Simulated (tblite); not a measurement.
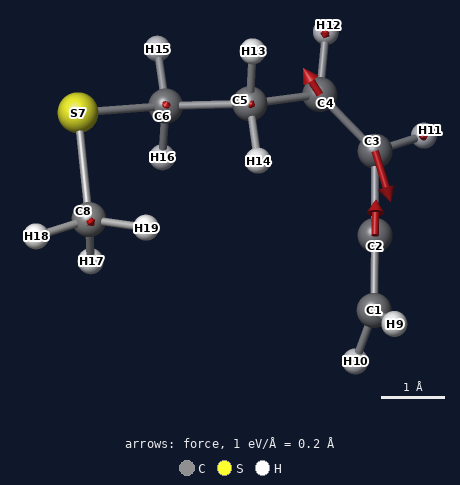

Starting geometry of C$_{7}$H$_{11}$S (multiplicity 2) with the computed forces as red arrows. Style: ball-and-stick. Shown at a tilt.

Level of theory: GFN2-xTB geometry optimisation, gas phase (tblite 0.8.0). 

**What follows when this structure is relaxed?**

It isn't relaxed: the largest force vector, on C3, is 4.31 eV/Å. The final displacements have little in common with the starting forces (cosine between the two patterns 0.19). The atom that moves furthest after the best rigid fit is H10 (0.35 Å). By element the largest moves are H 0.35 Å, C 0.08 Å, S 0.06 Å. Among the contacts that change: C2–C3 1.435 → 1.342 Å, C3–C4 1.324 → 1.383 Å, C4–H12 1.103 → 1.078 Å, C4–C5 1.502 → 1.485 Å. Bond angles that change, for instance: C3–C4–C5 127.9° → 123.3°, H9–C1–H10 118.7° → 115.0°, C6–C5–H13 110.9° → 108.1°. The energy falls by 30.8 kJ/mol in 68 geometry steps. The run took 0.48 s on 1 thread of Arm Neoverse V1, with other jobs on the host.
